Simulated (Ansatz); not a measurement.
The reference is AlP in the zinc blende structure (space group F-43m, No. 216; a = 5.4705 Å).

It is then changed as follows: a fraction x = 0.25 of the Al sites is given to Lu, ordered in a cell of 8 atoms (starting symmetry P-43m) and fully relaxed.

Method: Kohn–Sham DFT with the PBEsol functional, run in Ansatz (a quantum-chemistry and plane-wave program) with PAW and 420 eV plane waves, spin-orbit coupling left out.

The zone is the changed cell's own and can be folded.

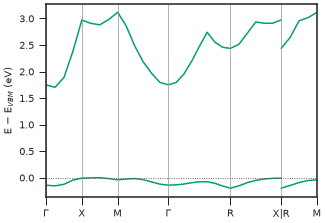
Figure. Highest valence and lowest conduction band along the path of the changed cell's own zone

The gap is 1.70 eV, indirect, X–M (50 % along) → Γ–X (25 % along); the base has 1.45 eV.

These are small ordered cells, not random alloys; other orderings at the same x differ. Stability against distortions was not tested. Labels are those of the standard path for the cell's own space group.
